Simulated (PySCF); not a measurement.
# FeCl2: structure of the quintet

The task is one start of a wider search on FeCl2: the quintet, from a bent start. It is relaxed, tested by its Hessian and followed downhill if it is a saddle.

Program: PySCF 2.14.0. Level of theory: PBE0, basis Fe def2-TZVP, Cl def2-TZVP, no relativity, density fitting. These are calculated values, not measurements.

### 1 Where the work starts

3 atoms, charge 0, spin multiplicity 5.

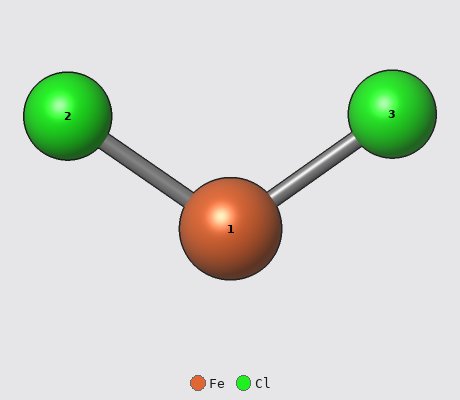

Start geometry, drawn with iron orange, chlorine green; atoms are numbered from 1 in the order of the file.

```xyz
3
charge 0 multiplicity 5
Fe    0.0000    0.0000    0.0000
Cl    1.7612    0.0000    1.2332
Cl   -1.7612    0.0000    1.2332
```

### 2 First SCF at the start

The steps below are one call of a driver around PySCF. For each, scf.py gives the equivalent set-up of the SCF; relaxations use the driver's own optimiser. After this first run the driver tries any further starts and a stability analysis.

Input file scf.py:

```python
from pyscf import gto, scf, dft
mol = gto.M(atom='''
Fe     0.000000     0.000000     0.000000
Cl     1.761200     0.000000     1.233200
Cl    -1.761200     0.000000     1.233200''',
    basis={'Fe': 'def2-TZVP', 'Cl': 'def2-TZVP'},
    charge=0, spin=4)
mf = dft.UKS(mol, xc='PBE0')
mf.grids.atom_grid = (50, 194)
aux = {'Fe': 'def2-universal-JKFIT', 'Cl': 'def2-universal-JKFIT'}
mf = mf.density_fit(auxbasis=aux)
mf.conv_tol = 1e-08
mf.diis_space = 10
mf.max_cycle = 60
mf.init_guess = 'minao'
mf.verbose = 4
mf.kernel()
```

The run is started by

```bash
$ OMP_NUM_THREADS=4 python axn.py task.json out
```

Log (excerpt; [...] marks lines left out):

```text
[... the frontier levels of the middle cycles are left out ...]
init E= -2182.60494508187
[... the frontier-level lines of each cycle are left out ...]
cycle= 1 E= -2170.84179306993  delta_E= 11.8  |g|= 4.73  |ddm|= 5.47
cycle= 2 E= -2113.43505642  delta_E= 57.4  |g|= 13.5  |ddm|= 10.7
cycle= 3 E= -2158.02343247352  delta_E= -44.6  |g|= 9.55  |ddm|=  6.5
cycle= 4 E= -2164.13828449297  delta_E= -6.11  |g|= 8.22  |ddm|= 1.38
cycle= 5 E= -2172.82162472959  delta_E= -8.68  |g|= 6.32  |ddm|= 3.35
cycle= 6 E= -2173.63615064778  delta_E= -0.815  |g|= 5.93  |ddm|= 0.38
cycle= 7 E= -2175.23477844625  delta_E= -1.6  |g|= 5.45  |ddm|= 0.591
cycle= 8 E= -2178.02488463667  delta_E= -2.79  |g|= 4.39  |ddm|= 0.59
cycle= 9 E= -2177.86345948742  delta_E= 0.161  |g|=  4.5  |ddm|= 0.0948
cycle= 10 E= -2179.38241650637  delta_E= -1.52  |g|= 4.02  |ddm|= 0.355
cycle= 11 E= -2179.98692126417  delta_E= -0.605  |g|= 3.72  |ddm|= 0.399
cycle= 12 E= -2165.82607442913  delta_E= 14.2  |g|= 4.91  |ddm|= 10.6
cycle= 13 E= -2177.83665451414  delta_E=  -12  |g|= 4.34  |ddm|= 10.7
cycle= 14 E= -2178.15854097204  delta_E= -0.322  |g|= 4.19  |ddm|= 0.105
[... 32 cycles left out ...]
cycle= 47 E= -2183.71461177932  delta_E= -0.00339  |g|= 0.0246  |ddm|= 0.0656
cycle= 48 E= -2183.71508584506  delta_E= -0.000474  |g|= 0.00848  |ddm|= 0.034
cycle= 49 E= -2183.71515466479  delta_E= -6.88e-05  |g|= 0.00362  |ddm|= 0.0101
cycle= 50 E= -2183.71518944548  delta_E= -3.48e-05  |g|= 0.00229  |ddm|= 0.0087
cycle= 51 E= -2183.71521247186  delta_E= -2.3e-05  |g|= 0.00177  |ddm|= 0.00723
cycle= 52 E= -2183.71524412369  delta_E= -3.17e-05  |g|= 0.0013  |ddm|= 0.0126
cycle= 53 E= -2183.71527435699  delta_E= -3.02e-05  |g|= 0.000834  |ddm|= 0.0193
cycle= 54 E= -2183.71528177018  delta_E= -7.41e-06  |g|= 0.000528  |ddm|= 0.00951
cycle= 55 E= -2183.7152839354  delta_E= -2.17e-06  |g|= 0.000382  |ddm|= 0.00397
cycle= 56 E= -2183.71528550759  delta_E= -1.57e-06  |g|= 0.000299  |ddm|= 0.00308
cycle= 57 E= -2183.71528679929  delta_E= -1.29e-06  |g|= 0.000213  |ddm|= 0.00315
cycle= 58 E= -2183.71528789284  delta_E= -1.09e-06  |g|= 0.000108  |ddm|= 0.00504
cycle= 59 E= -2183.71528798149  delta_E= -8.86e-08  |g|= 3.37e-05  |ddm|= 0.00137
cycle= 60 E= -2183.71528798931  delta_E= -7.83e-09  |g|= 1.63e-05  |ddm|= 0.000485
Extra cycle  E= -2183.71528798919  delta_E= 1.21e-10  |g|= 3.41e-05  |ddm|= 2.82e-05
converged SCF energy = -2183.71528798919  <S^2> = 6.0161551  2S+1 = 5.0064579
```

This step, with its further starts and checks, ran for 23 s (4 threads of Arm Neoverse V2, shared host).

Energies from each starting density:

```
                      start   energy (Eh)
    the minimal-basis guess  -2183.715288
a thermally smeared density  -2183.698511
      a smeared PBE density  -2183.715288
```

The test of internal stability and the other starts found no lower solution of this spin.

### 3 Relaxation: bent start, quintet

The program finds C2v symmetry in the start, which this walk keeps. Threshold on the gradient: 0.0003 Eh/bohr, with a further test on the energy change.

Edit scf.py of step 2 so:

```diff
@@ -3,3 +3,3 @@
-Fe     0.000000     0.000000     0.000000
-Cl     1.761200     0.000000     1.233200
-Cl    -1.761200     0.000000     1.233200''',
+Fe     0.000000     0.000000    -0.685194
+Cl     1.761200     0.000000     0.548006
+Cl    -1.761200     0.000000     0.548006''',
@@ -15 +14,0 @@
-mf.init_guess = 'minao'
```

Energy and gradient, step by step:

| step | energy (Eh) | change (kJ/mol) | largest symmetric gradient (Eh/bohr) |
| --- | --- | --- | --- |
| 0 | -2183.715288 | 0.00 | 0.02143 |
| 1 | -2183.721293 | -15.77 | 0.01720 |
| 2 | -2183.732272 | -44.59 | 0.01628 |
| 3 | -2183.736287 | -55.13 | 0.01535 |
| 4 | -2183.738516 | -60.99 | 0.01126 |
| 5 | -2183.741182 | -67.99 | 0.00346 |
| 6 | -2183.741524 | -68.88 | 0.00693 |
| 7 | -2183.741825 | -69.67 | 0.00061 |
| 8 | -2183.741847 | -69.73 | 0.00019 |
| 9 | -2183.741849 | -69.74 | 0.00004 |

The walk took 22 s.

Geometry (Å) and forces (eV/Å) at some steps:

```
step 0
Fe   0.000   0.000  -0.685   0.000   0.000   1.102
Cl   1.761   0.000   0.548   0.258   0.000  -0.551
Cl  -1.761   0.000   0.548  -0.258   0.000  -0.551
step 1
Fe   0.000   0.000  -0.599   0.000   0.000   0.884
Cl   1.834   0.000   0.505   0.247   0.000  -0.442
Cl  -1.834   0.000   0.505  -0.247   0.000  -0.442
step 5
Fe   0.000   0.000  -0.005   0.000   0.000   0.178
Cl   2.126   0.000   0.208  -0.004   0.000  -0.089
Cl  -2.126   0.000   0.208   0.004   0.000  -0.089
step 9
Fe   0.000   0.000   0.137   0.000   0.000   0.000
Cl   2.136   0.000   0.137  -0.002   0.000   0.000
Cl  -2.136   0.000   0.137   0.002   0.000   0.000
```

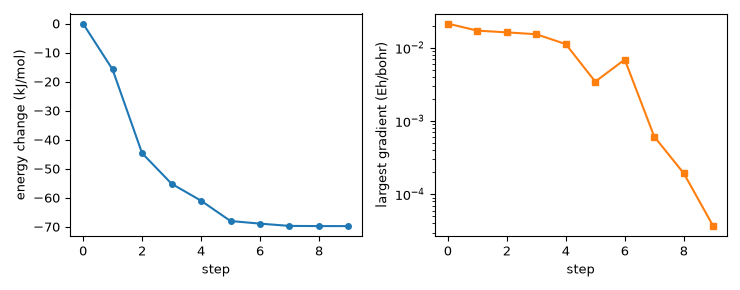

How energy and gradient fall.

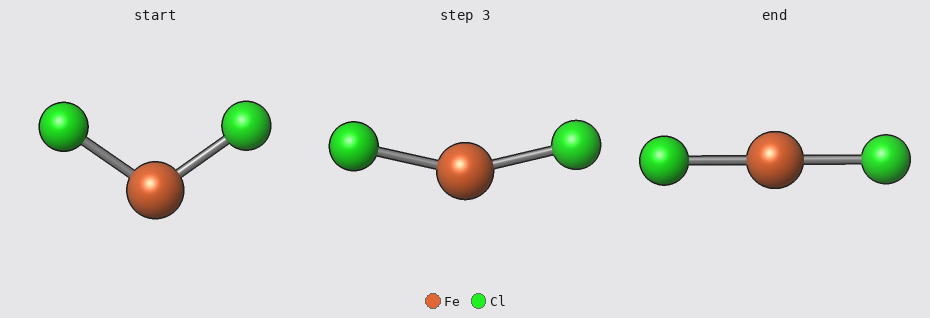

Start and end of the relaxation, with a step between.

End point (D∞h, 9 steps, 69.7 kJ/mol gained): Fe–Cl 2.136 Å (×2); Cl–Fe–Cl 180.0°.

### 4 Hessian and properties

The point is checked on the finer grid, and tightened if its gradient asks for it. The Hessian and the dipole derivatives come from central differences of analytic gradients, with steps of 0.02 bohr.

Edit scf.py of step 3 so:

```diff
@@ -3,3 +3,3 @@
-Fe     0.000000     0.000000    -0.685194
-Cl     1.761200     0.000000     0.548006
-Cl    -1.761200     0.000000     0.548006''',
+Fe    -0.000000     0.000000     0.000000
+Cl     2.136027     0.000000     0.000000
+Cl    -2.136027    -0.000000     0.000000''',
@@ -9 +9 @@
-mf.grids.atom_grid = (50, 194)
+mf.grids.atom_grid = (75, 302)
@@ -12 +12 @@
-mf.conv_tol = 1e-08
+mf.conv_tol = 1e-10
```

This SCF starts from the last density.

Log of the central SCF (cycles and frontier levels):

```text
init E= -2183.74176609953
[... the frontier-level lines of each cycle are left out ...]
cycle= 1 E= -2183.74176609948  delta_E= 5.55e-11  |g|= 1.56e-05  |ddm|= 1.03e-05
cycle= 2 E= -2183.74176609918  delta_E= 2.96e-10  |g|= 3.68e-05  |ddm|= 2.31e-05
cycle= 3 E= -2183.74176609955  delta_E= -3.68e-10  |g|= 6.47e-07  |ddm|= 1.59e-05
cycle= 4 E= -2183.74176609954  delta_E= 7.73e-12  |g|= 4.84e-07  |ddm|= 1.07e-06
Extra cycle  E= -2183.74176609956  delta_E= -1.55e-11  |g|= 4.6e-07  |ddm|= 1.63e-06
converged SCF energy = -2183.74176609956  <S^2> = 6.01257  2S+1 = 5.0050255
```

The whole step took 25 s.

Geometry: D∞h; Fe–Cl 2.136 Å (×2); Cl–Fe–Cl 180.0°.

Modes, for the most abundant isotopes:

```
symmetry  ω (cm⁻¹)  IR (km/mol)
      πu        84         35.9
     σg+       349          0.0
     σu+       498          160
```

All wavenumbers are real: a minimum.

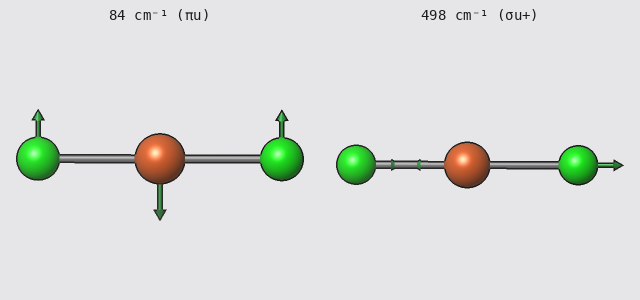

How the atoms move in 2 of the modes.

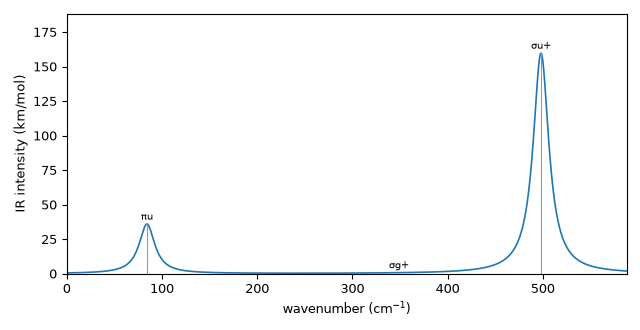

The harmonic infrared spectrum (widths in cm⁻¹). Lines are broadened to a width of 20 cm⁻¹ (Lorentzian).

Properties at this point:

| Property | Result |
| --- | --- |
| Dipole moment | 0.00 D |
| Highest occupied level | -8.46 eV |
| Lowest empty level | -3.72 eV |
| Rotational constants | 0.05283 cm⁻¹ |
| Zero-point energy | 6.1 kJ/mol |
| Principal polarisabilities | 32.0, 32.0, 73.6 bohr³ |
| Atomisation energy without zero-point energy | 818 kJ/mol |
| Principal traceless quadrupole moments about the centre of mass | -11.66, 5.83, 5.83 D Å |
| Entropy at 298.15 K and 1 bar (electronic part: spin only) | 293.3 J/(mol K) |
| Heat capacity Cp at 298.15 K | 57.4 J/(mol K) |
| Enthalpy at 298.15 K above 0 K | 14.24 kJ/mol |
| Rotational symmetry number | 2 |
| Spin squared ⟨S²⟩ | 6.013 |

Charges (e) and bond orders:

| atom | Mulliken | Löwdin | polar tensor | spin (Mulliken) | Mayer order to Fe1 |
| --- | --- | --- | --- | --- | --- |
| Fe1 | 0.79 | 0.02 | 1.26 | 3.82 | – |
| Cl2,3 | -0.40 | -0.01 | -0.63 | 0.09 | 1.03 |

Mulliken populations on Fe1: s 6.46, p 12.33, d 6.41, f 0.00.

### 5 What came out

```
                                          quantity                                value
                                           minimum                         quintet, D∞h
                                          geometry  Fe–Cl 2.136 Å (×2); Cl–Fe–Cl 180.0°
                                wavenumbers (cm⁻¹)        84 (πu), 349 (σg+), 498 (σu+)
                                     dipole moment                               0.00 D
highest occupied, lowest empty level (either spin)                      -8.46, -3.72 eV
                        polar-tensor charge of Fe1                              +1.26 e
                                 zero-point energy                           6.1 kJ/mol
                               entropy at 298.15 K                      293.3 J/(mol K)
         atomisation energy (no zero-point energy)                           818 kJ/mol
                                              ⟨S²⟩                                6.013
```

**Reading.** From C2v at the start the molecule goes to a D∞h minimum. In the infrared the band at 498 cm⁻¹ (σu+, stretch) leads. The dipole vanishes although Fe1 carries +1.3 e by the polar tensor: the bond dipoles cancel. Most of the spin sits on Fe1 (Mulliken spin 3.82, against 4 for the whole molecule). Other starts or spin states, not run here, may lie lower. Open d and f shells are described by one determinant, and the ground state may have another occupation or spin.

The search up to here took 70 s.
